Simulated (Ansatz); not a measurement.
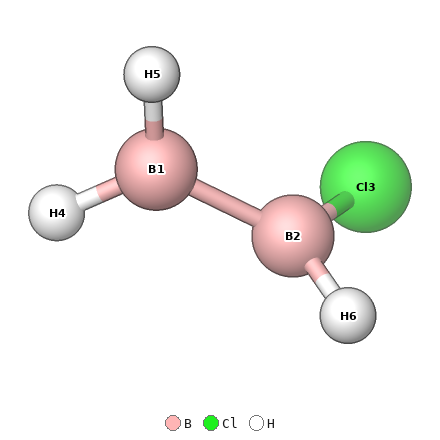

The system is B₂ClH₃ (SMILES BBCl) with the probe Li+; the picture shows it without the atoms that are moved over the map. The probe is moved over the molecule's main plane. The first coordinate is: x of the probe's Li atom; the second: y of the probe's Li atom. Nothing is relaxed (molecule and probe rigid). Grid: 13 × 13 points. At 32 points there is no value (left out of the scan, as a rule where atoms come close). Points are written as (first, second). All energies are given in kcal/mol relative to the lowest grid point. Energies and slopes of some neighbouring points disagree (a jump in structure or state, or too coarse a mesh). Method: RKS PBE0-D4/def2-TZVP (Ansatz).

Range: x of the probe's Li atom from −5.04 to 5.04 Å; y of the probe's Li atom from −5.04 to 5.04 Å.

Q: What will the energy surface look like?

A: The lowest grid point is at (2.52 Å, −1.68 Å) [nearest 1 Cl at 2.22 Å]. The highest grid point, (−2.52 Å, 1.68 Å) [nearest 2 H at 1.55 Å], lies 28.3 kcal/mol above the lowest.

| y of the probe's Li atom ↓, x of the probe's Li atom → | −5.04 | −4.20 | −3.36 | −2.52 | −1.68 | −0.84 | 0.00 | 0.84 | 1.68 | 2.52 | 3.36 | 4.20 | 5.04 |
| --- | --- | --- | --- | --- | --- | --- | --- | --- | --- | --- | --- | --- | --- |
| 5.04 | 19.8 | 19.5 | 19.3 | 19.1 | 19.0 | 18.8 | 18.4 | 18.0 | 17.8 | 17.9 | 18.3 | 18.7 | 19.0 |
| 4.20 | 19.3 | 18.6 | 17.9 | 17.5 | 17.5 | 17.3 | 16.5 | 15.5 | 15.1 | 15.7 | 16.8 | 17.8 | 18.5 |
| 3.36 | 18.4 | 16.9 | 14.9 | 13.8 | 14.3 | 14.8 | 13.0 | 10.0 | 9.2 | 11.2 | 14.0 | 16.3 | 17.7 |
| 2.52 | 17.2 | 13.8 | 9.0 | 8.2 | 12.6 | 15.0 | 10.0 | 4.0 | 3.0 | 5.1 | 9.8 | 14.1 | 16.6 |
| 1.68 | 16.0 | 10.2 | 4.8 | 28.3 | – | – | 18.7 | – | – | – | 6.3 | 11.2 | 15.2 |
| 0.84 | 15.8 | 9.1 | 11.4 | – | – | – | – | – | – | – | 10.7 | 8.5 | 13.8 |
| 0.00 | 17.0 | 12.2 | 17.0 | – | – | – | – | – | – | – | 12.1 | 6.4 | 12.9 |
| −0.84 | 19.0 | 16.9 | 18.0 | – | – | – | – | – | – | – | 1.1 | 6.6 | 13.3 |
| −1.68 | 20.4 | 19.8 | 19.3 | 19.5 | 23.9 | – | – | – | 9.4 | 0.0 | 3.7 | 10.0 | 14.6 |
| −2.52 | 21.1 | 20.9 | 20.1 | 17.1 | 12.7 | – | – | – | 4.1 | 6.1 | 10.2 | 13.8 | 16.3 |
| −3.36 | 21.3 | 21.2 | 20.5 | 18.4 | 14.0 | 11.5 | 12.1 | 9.5 | 9.7 | 12.8 | 14.9 | 16.5 | 17.7 |
| −4.20 | 21.3 | 21.2 | 20.8 | 19.7 | 17.6 | 15.0 | 13.4 | 13.7 | 15.1 | 16.5 | 17.4 | 18.0 | 18.6 |
| −5.04 | 21.2 | 21.2 | 21.0 | 20.4 | 19.6 | 18.5 | 17.8 | 17.7 | 18.0 | 18.4 | 18.7 | 19.0 | 19.2 |

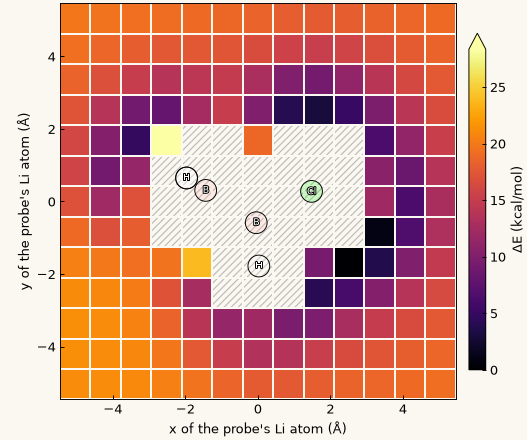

Drawn: one coloured cell a grid point, labelled circles for the molecule's atoms, projected on the plane, one colour for all values above the top of the scale, hatched blanks where no value was computed.

Time for the 137 points that were run: 8.3 min on 1 thread of Arm Neoverse V2 (shared host).
